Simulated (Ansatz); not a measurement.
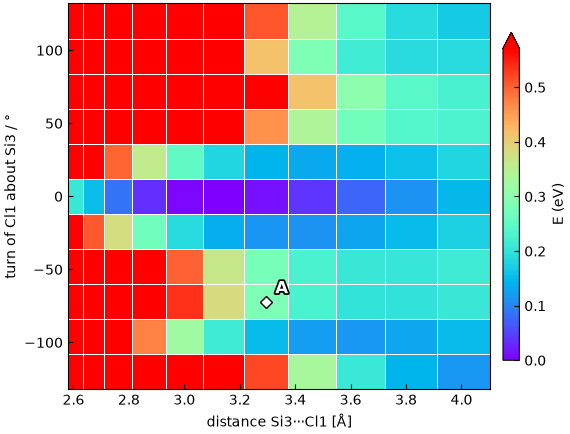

The pair Cl···CH₆Si, charge −1. The turn is about an axis along (0.03, −0.92, −0.38) in the frame of the relaxed pair, normal to the line between the partners. First axis: distance Si3···Cl1. Second axis: turn of Cl1 about Si3. Grid: 11 × 11 points. Points are written as (first, second). All energies are given in eV relative to the lowest grid point. Energies and slopes of some neighbouring points disagree (a jump in structure or state, or too coarse a mesh). Method: Ansatz 0.2.0, RKS B3LYP-D4/def2-SVPD.

Drawn: one coloured cell a grid point, one colour for all values above the top of the scale, the point A.

> Is A at rest? If not, where is it pushed?

A, at (3.293 Å, −72°), is not a stationary point. The computed force is 0.48 eV for each Å towards larger values of distance Si3···Cl1 and 0.0041 eV for each degree towards smaller values of turn of Cl1 about Si3.
